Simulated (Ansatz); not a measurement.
# GaH2Me (CH₅Ga): a spread of methods and bases

Aim: run GaH2Me (CH₅Ga) under a spread of inputs, and see what each costs and gives.

Method: the settings change from run to run; program: Ansatz 0.2.0, Gaussian basis.

## (1) The molecule

The structure was relaxed beforehand with PBE0-D4 in a triple-zeta def2 set.

7 atoms, charge 0, spin multiplicity 1.

Atoms are counted from 1 here; the program's logs count them from 0.

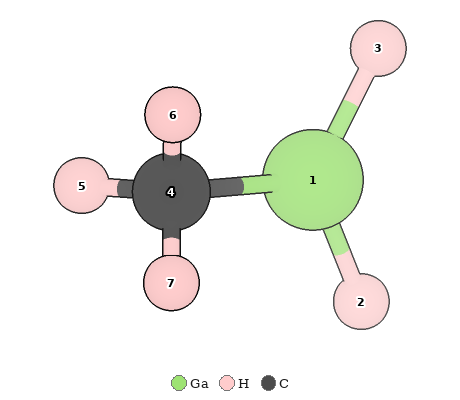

The structure; gallium green, hydrogen pink, carbon dark grey; atoms are numbered from 1 in the order of the file.

## (2) B97/def2-SVPD

Options: coordinates scaled by 1.12, relativity set to none, the search for lower states set to full.

Contents of in.yaml:

```yaml
crystal:
  periodic: [false, false, false]
  atoms:
    - {symbol: Ga, position_ang: [0.589732, 1.031937, 0.006460]}
    - {symbol: H, position_ang: [2.352443, 1.046982, 0.027125]}
    - {symbol: H, position_ang: [-0.271817, 2.568584, -0.053652]}
    - {symbol: C, position_ang: [-0.509104, -0.876583, 0.022047]}
    - {symbol: H, position_ang: [-0.597836, -1.291143, -1.128788]}
    - {symbol: H, position_ang: [-1.643645, -0.749891, 0.457398]}
    - {symbol: H, position_ang: [0.080229, -1.729875, 0.669400]}
basis:
  gaussian: {orbitals: def2-SVPD}
hamiltonian: {xc: {name: B97}, pseudopotentials: {relativity: none}}
scf: {lower_state_search: full}
```

Launch:

```bash
ansatz run in.yaml --threads 4 --pin off --events-out ev --progress --plain --max-ram 3916MiB
```

Log:

```text
Functional definition: B97
  name "B97"
  cite "Becke, J. Chem. Phys. 107, 8554 (1997) doi:10.1063/1.475007"
  parameter cx = 0.1943
  parameter cx0 = 0.8094
  parameter cx1 = 0.5073
  parameter cx2 = 0.7481
  parameter css0 = 0.1737
  parameter css1 = 2.3487
  parameter css2 = -2.4868
  parameter cos0 = 0.9454
  parameter cos1 = 0.7471
  parameter cos2 = -4.5961
  exchange = spin_sum(e_x_unif_s*poly(b97_u_x, cx0, cx1, cx2)) + cx*exact_x
  correlation = spin_sum(e_c_pw_same_spin*poly(b97_u_same, css0, css1, css2))
      + integral(e_c_pw_opposite_spin*poly(b97_u_opposite, cos0, cos1, cos2))
934 factors; their error is unknown
mean field evaluation 1: about -53479.8744 eV, gradient 4.3e1 eV
mean field evaluation 2: about -53473.3290 eV, gradient 6.2e1 eV
mean field evaluation 4: about -53484.3937 eV, gradient 1.6e0 eV
mean field evaluation 8: about -53484.5410 eV, gradient 4.9e-2 eV
mean field evaluation 16: about -53484.5410 eV, gradient 3.7e-5 eV
mean field -53484.54099049 eV, -1965.5206282764 hartree, gradient 3.7e-5 eV, S^2 0.000000; 0 other end points of the search recorded, 0 dependent functions left out
reference -53484.54102095 eV, -1965.5206293960 hartree; 21, 21 occupied and 77, 77 virtual orbitals, 934 factors
Total energy: -53484.54102095 eV, -1965.5206293960 hartree
```

Wall time 1.2 s (4 threads of Intel Xeon at 2.60GHz, shared host).

## (3) PBE0/aug-cc-pVDZ

Options: coordinates scaled by 0.92, D4 dispersion.

Contents of in.yaml:

```yaml
crystal:
  periodic: [false, false, false]
  atoms:
    - {symbol: Ga, position_ang: [0.484423, 0.847663, 0.005307]}
    - {symbol: H, position_ang: [1.932363, 0.860021, 0.022281]}
    - {symbol: H, position_ang: [-0.223278, 2.109908, -0.044072]}
    - {symbol: C, position_ang: [-0.418193, -0.720050, 0.018110]}
    - {symbol: H, position_ang: [-0.491080, -1.060582, -0.927219]}
    - {symbol: H, position_ang: [-1.350137, -0.615982, 0.375720]}
    - {symbol: H, position_ang: [0.065902, -1.420969, 0.549864]}
basis:
  gaussian: {orbitals: aug-cc-pVDZ}
hamiltonian: {xc: {name: PBE0}, dispersion: d4}
scf: {omitted_lower_state_checks: [starts]}
output: {forces: true}
```

Launched as before.

Log (excerpt; [...] marks lines left out):

```text
Functional definition: PBE0
  name "PBE0"
  cite "Adamo & Barone, J. Chem. Phys. 110, 6158 (1999) doi:10.1063/1.478522"
  cite "Perdew, Burke & Ernzerhof, Phys. Rev. Lett. 77, 3865 (1996) doi:10.1103/PhysRevLett.77.3865"
  parent pbe
[...]
1065 factors; integrals over basis functions are off by at most 8.8e-4 eV
[...]
mean field -53485.77701124 eV, -1965.5660512013 hartree, gradient 2.0e-5 eV, S^2 0.000000; 0 other end points of the search recorded, 0 dependent functions left out
[...]
reference -53485.77705784 eV, -1965.5660529138 hartree; 21, 21 occupied and 83, 83 virtual orbitals, 1065 factors
Total energy: -53485.85393737 eV, -1965.5688781845 hartree
Atom 0 at     0.484423     0.847663     0.005307 Å, force     0.526906     0.932621     0.015901 eV/Å
Atom 1 at     1.932363     0.860021     0.022281 Å, force     2.375387     0.049607     0.022912 eV/Å
Atom 2 at    -0.223278     2.109908    -0.044072 Å, force    -1.132320     2.085938    -0.085094 eV/Å
Atom 3 at    -0.418193    -0.720050     0.018110 Å, force     0.468067     0.968407     0.300904 eV/Å
Atom 4 at    -0.491080    -1.060582    -0.927219 Å, force    -0.312074    -1.439319    -3.899384 eV/Å
Atom 5 at    -1.350137    -0.615982     0.375720 Å, force    -3.928465     0.384043     1.463014 eV/Å
Atom 6 at     0.065902    -1.420969     0.549864 Å, force     2.002499    -2.981296     2.181747 eV/Å
Dipole moment:    -0.086735    -0.152232    -0.001511 e Å
Checks for a lower state left out: starts
```

Wall time 1.3 s (4 threads of Intel Xeon at 2.60GHz, shared host).

Largest force 4.210 eV/Å, dipole 0.84 D.

## (4) SPW92/def2-SVP

This run has atoms shaken by 0.03 Å.

Contents of in.yaml:

```yaml
crystal:
  periodic: [false, false, false]
  atoms:
    - {symbol: Ga, position_ang: [0.500007, 0.958043, -0.023574]}
    - {symbol: H, position_ang: [2.103609, 0.960719, -0.032604]}
    - {symbol: H, position_ang: [-0.198640, 2.284902, -0.030135]}
    - {symbol: C, position_ang: [-0.441730, -0.806379, 0.038589]}
    - {symbol: H, position_ang: [-0.532063, -1.150432, -1.017307]}
    - {symbol: H, position_ang: [-1.461412, -0.689133, 0.429971]}
    - {symbol: H, position_ang: [0.024848, -1.514234, 0.627048]}
basis:
  gaussian: {orbitals: def2-SVP}
hamiltonian: {xc: {name: SPW92}}
output: {forces: true}
```

Launched as before.

Log (excerpt; [...] marks lines left out):

```text
Functional definition: SPW92
  name "SPW92"
  cite "Dirac, Proc. Camb. Phil. Soc. 26, 376 (1930) doi:10.1017/S0305004100016108"
  cite "Slater, Phys. Rev. 81, 385 (1951) doi:10.1103/PhysRev.81.385"
  cite "Perdew & Wang, Phys. Rev. B 45, 13244 (1992) doi:10.1103/PhysRevB.45.13244"
[...]
803 factors; their error is unknown
[...]
mean field -53394.43915190 eV, -1962.2094467815 hartree, gradient 3.4e-5 eV, S^2 0.000000; 0 other end points of the search recorded, 0 dependent functions left out
[...]
reference -53394.43918594 eV, -1962.2094480325 hartree; 21, 21 occupied and 50, 50 virtual orbitals, 803 factors
Total energy: -53394.43918594 eV, -1962.2094480325 hartree
Atom 0 at     0.500007     0.958043    -0.023574 Å, force     0.691770    -1.696928     0.219808 eV/Å
Atom 1 at     2.103609     0.960719    -0.032604 Å, force    -0.313011    -0.023191    -0.042788 eV/Å
Atom 2 at    -0.198640     2.284902    -0.030135 Å, force    -0.635505     0.969884    -0.065335 eV/Å
Atom 3 at    -0.441730    -0.806379     0.038589 Å, force    -1.089610     2.852541    -1.762928 eV/Å
Atom 4 at    -0.532063    -1.150432    -1.017307 Å, force     0.075278    -0.133399     0.105549 eV/Å
Atom 5 at    -1.461412    -0.689133     0.429971 Å, force    -0.413447     0.158738     0.014085 eV/Å
Atom 6 at     0.024848    -1.514234     0.627048 Å, force     1.684525    -2.127644     1.531609 eV/Å
Dipole moment:    -0.131716    -0.105387    -0.014254 e Å
```

Wall time 0.3 s (4 threads of Intel Xeon at 2.60GHz, shared host).

Largest force 3.526 eV/Å, dipole 0.81 D.

## (5) BLYP/def2-SVP

Set apart from the defaults: multiplicity 3, atoms shaken by 0.15 Å, relativity set to scalar.

Contents of in.yaml:

```yaml
crystal:
  periodic: [false, false, false]
  atoms:
    - {symbol: Ga, position_ang: [0.407387, 0.693315, -0.101357]}
    - {symbol: H, position_ang: [1.881700, 0.782177, -0.077344]}
    - {symbol: H, position_ang: [-0.649281, 2.036553, -0.259530]}
    - {symbol: C, position_ang: [-0.350214, -0.878837, 0.291555]}
    - {symbol: H, position_ang: [-0.476830, -1.193090, -0.850213]}
    - {symbol: H, position_ang: [-1.394728, -0.448381, 0.482983]}
    - {symbol: H, position_ang: [-0.140526, -1.570996, 0.468411]}
basis:
  gaussian: {orbitals: def2-SVP}
magnetization: {spin_polarized: true, initial_magnetization: 2}
hamiltonian: {xc: {name: BLYP}, pseudopotentials: {relativity: scalar}}
scf: {omitted_lower_state_checks: [starts]}
output: {forces: true}
```

Launched as before.

Log (excerpt; [...] marks lines left out):

```text
Functional definition: BLYP
  name "BLYP"
  cite "Becke, Phys. Rev. A 38, 3098 (1988) doi:10.1103/PhysRevA.38.3098"
  cite "Lee, Yang & Parr, Phys. Rev. B 37, 785 (1988) doi:10.1103/PhysRevB.37.785"
[...]
803 factors; their error is unknown
[...]
mean field -53888.74997224 eV, -1980.3750343731 hartree, gradient 3.0e-5 eV, S^2 2.002805; 0 other end points of the search recorded, 0 dependent functions left out
[...]
reference -53888.75026799 eV, -1980.3750452417 hartree; 22, 20 occupied and 49, 51 virtual orbitals, 803 factors
Total energy: -53888.75026799 eV, -1980.3750452417 hartree
Relativity: scalar
Atom 0 at     0.407387     0.693315    -0.101357 Å, force    -1.411001     4.497972    -1.333455 eV/Å
Atom 1 at     1.881700     0.782177    -0.077344 Å, force     2.055555     0.358437     0.371178 eV/Å
Atom 2 at    -0.649281     2.036553    -0.259530 Å, force     1.097638    -0.488740     0.217556 eV/Å
Atom 3 at    -0.350214    -0.878837     0.291555 Å, force   -12.808762    29.377194   -12.202044 eV/Å
Atom 4 at    -0.476830    -1.193090    -0.850213 Å, force     0.049141     0.672099     1.128479 eV/Å
Atom 5 at    -1.394728    -0.448381     0.482983 Å, force     0.905469    -0.573562     0.790634 eV/Å
Atom 6 at    -0.140526    -1.570996     0.468411 Å, force    10.111960   -33.843400    11.027651 eV/Å
Dipole moment:    -0.077181    -0.397945     0.058704 e Å
Checks for a lower state left out: starts
```

It took 0.75 s on 4 threads of Intel Xeon at 2.60GHz, shared host.

Largest force 37.003 eV/Å, dipole 1.97 D, ⟨S²⟩ 2.003.

## (6) The runs in one table

```
           level  charge  multiplicity  geometry  functions  energy (eV)    time
   B97/def2-SVPD       0             1    scaled         98   -53484.541   1.2 s
PBE0/aug-cc-pVDZ       0             1    scaled        104   -53485.854   1.3 s
  SPW92/def2-SVP       0             1    shaken         71   -53394.439   0.3 s
   BLYP/def2-SVP       0             3    shaken         71   -53888.750  0.75 s
```

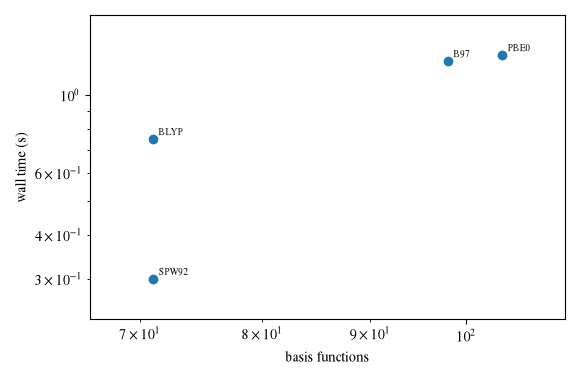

Wall time against the number of basis functions (shared host).

## (7) Outcome

```
quantity                    value
    runs                        4
quickest    SPW92/def2-SVP, 0.3 s
 slowest  PBE0/aug-cc-pVDZ, 1.3 s
```

In words: The runs differ in state or geometry as well as level, so their energies can't be set against each other. Run time spans a factor of 4, from SPW92/def2-SVP to PBE0/aug-cc-pVDZ. The jobs differ in tasks and options as well as level.
